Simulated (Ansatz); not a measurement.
# AlN (F-43m): displacement scan with seeded SCF runs

A script is to give a displacement scan with seeded SCF runs; the system is AlN (F-43m).

Program: Ansatz 0.2.0 through its Python package. Level of theory: DFT PBE, plane waves, PAW. These are calculated values, not measurements.

**1. The structure**

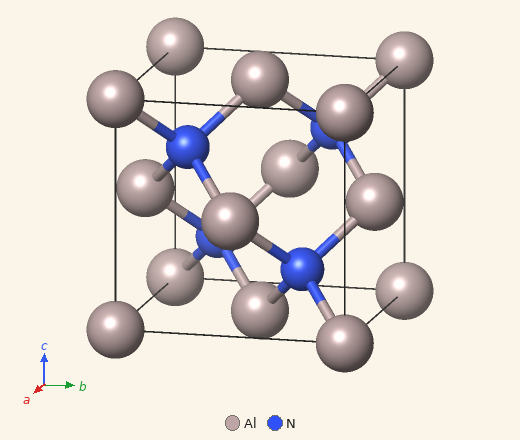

The starting structure, viewed slightly off an axis; aluminium light grey, nitrogen blue. The cell is the conventional one. Atoms on cell faces are repeated.

Input file aln.extxyz:

```xyz
2
Lattice="0.0 2.18399356 2.18399356 2.18399356 0.0 2.18399356 2.18399356 2.18399356 0.0" Properties=species:S:1:pos:R:3 pbc="T T T"
Al    0.00000000    0.00000000    0.00000000
N     3.27599034    3.27599034    3.27599034
```

**2. The script**

walk_aln.py reads:

```python
'''A displacement scan in AlN with warm starts.'''

import warnings

import ansatz as az
import numpy as np

K_SPACING = 0.9
FILLING = 'Fixed'
FUNCTIONAL = 'pbe'
TOLERANCE = 1e-07
MAX_SCF = 150
CUTOFF = 630

warnings.simplefilter('ignore', az.DeckWarning)

aln = az.Crystal.from_extxyz('aln.extxyz')

start = np.array(aln.resolved().sites[1].position)
previous, rows = None, []
for step in range(4):
    target = start + step * 0.005 * np.eye(3)[0]
    model = (
        aln.move(1, to=target).calculation()
        .mixing('anderson')
        .kpoints(spacing=K_SPACING)
        .pseudopotentials('paw')
        .occupations(FILLING)
        .functional(FUNCTIONAL)
        .scf(tolerance=TOLERANCE, max_iterations=MAX_SCF)
        .basis(CUTOFF)
        .forces()  # eV per angstrom
    )
    session = model.session()
    if previous is not None:
        session.seed_next_step(previous)
    previous = session.plan(retain='wavefunctions').execute()
    data = previous.report
    shift = float(np.linalg.norm((target - start) @ np.array(data['lattice']['cell_ang'])))
    rows.append((step, shift, data['lagrangian_ev'], float(np.linalg.norm(data['forces_ev_ang'][1])), data['n_iterations'], data['n_symmetry_ops']))
rows = [(row[0], row[1], 1000 * (row[2] - rows[0][2]), *row[3:]) for row in rows]
lines = [','.join(['step', 'moved A', 'dE meV', 'force on it eV/A', 'iterations', 'symmetry operations'])] + [','.join(f'{v:.4f}' if isinstance(v, float) else str(v) for v in row) for row in rows]
print('\n'.join(lines))
with open('walk.csv', 'w') as handle:
    handle.write('\n'.join(lines) + '\n')
```

**3. The input behind the calls**

The engine receives this input (first run):

```yaml
crystal:
  lattice:
    - [0.0, 2.18399356, 2.18399356]
    - [2.18399356, 0.0, 2.18399356]
    - [2.18399356, 2.18399356, 0.0]
  atoms:
    - { symbol: Al, position: [0.0, 0.0, 0.0] }
    - { symbol: "N", position: [0.75, 0.75, 0.75] }
basis:
  ecutwfc: 630.0
kpoints:
  mp_grid:
    kspacing: 0.9
hamiltonian:
  xc: pbe
  pseudopotentials:
    kind: paw
scf:
  max_iter: 150
  convergence:
    dr2_threshold: 1.0e-07
  mixing:
    algorithm: anderson
  occupations:
    method: fixed
output:
  forces: true
```

**4. Running it**

Launch:

```console
$ python walk_aln.py
```

Output:

```text
step,moved A,dE meV,force on it eV/A,iterations,symmetry operations
0,0.0000,0.0000,0.0000,5,24
1,0.0154,1.7510,0.2270,5,2
2,0.0309,7.0081,0.4552,5,2
3,0.0463,15.7844,0.6858,5,2
```

Run time: 2 s. Hardware: 1 thread of Arm Neoverse V2, shared host; peak memory 0.33 GiB.

**5. What changed from run to run**

The engine's inputs for the other runs:

Run 2, against run 1:

```diff
@@ -8 +8 @@
-    - { symbol: "N", position: [0.75, 0.75, 0.75] }
+    - { symbol: "N", position: [0.755, 0.75, 0.75] }
```

Run 3, against run 1:

```diff
@@ -8 +8 @@
-    - { symbol: "N", position: [0.75, 0.75, 0.75] }
+    - { symbol: "N", position: [0.76, 0.75, 0.75] }
```

Run 4, against run 1:

```diff
@@ -8 +8 @@
-    - { symbol: "N", position: [0.75, 0.75, 0.75] }
+    - { symbol: "N", position: [0.765, 0.75, 0.75] }
```

Lines on the test bed's own set-up are left out of the output.

**6. What each run gave**

One row for each of the 4 runs:

| run | shift of atom 2 from run 1 (Å) | energy from run 1 (meV/atom) | gap on the mesh (eV) | SCF cycles | CPU time (s) |
| --- | --- | --- | --- | --- | --- |
| 1 | 0.000 | 0.00 | 4.14 | 5 | 0.31 |
| 2 | 0.015 | 0.88 | 4.10 | 5 | 0.42 |
| 3 | 0.031 | 3.50 | 4.06 | 5 | 0.39 |
| 4 | 0.046 | 7.89 | 4.01 | 5 | 0.39 |

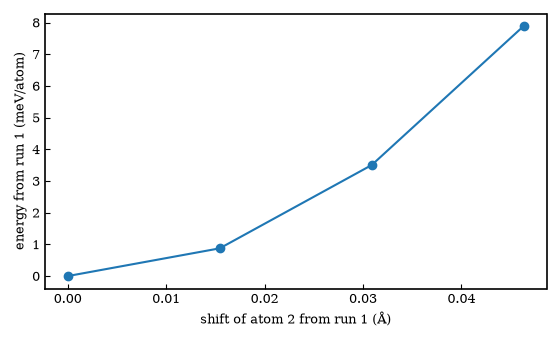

Energy against shift of atom 2 from run 1; lines join the points.

**7. Results**

```
                                    quantity          value
                               runs compared              4
                             range of energy  7.89 meV/atom
lowest point, shift of atom 2 from run 1 (Å)          0.000
```

**Reading.** The lowest point is at the first value of the scan; the highest lies 7.9 meV/atom above it. Reading the output:
- The k-point mesh is coarse, and energy and stress weren't tested for convergence.
- This cell is a computed structure, which may not be the phase found in nature.
- The first step keeps the crystal's symmetry; the moved atom lowers it.
